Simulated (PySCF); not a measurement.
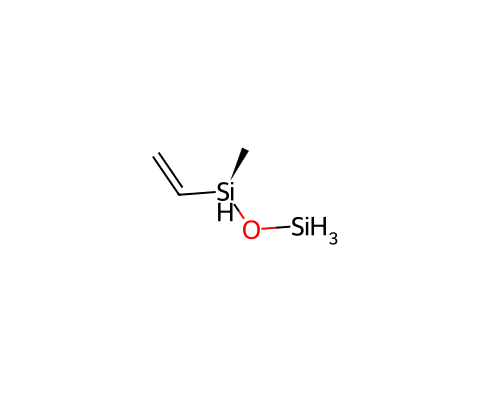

(Drawn from a calculation with PySCF.)

Q: Give its SMILES.

A: C=C[Si@@H](C)O[SiH3]

Q: Give the formula, hydrogens included.

A: C3H10OSi2.

Q: An optimisation with PBE0-D3(BJ)/def2-SVP gave a structure of which point group?

A: C1.
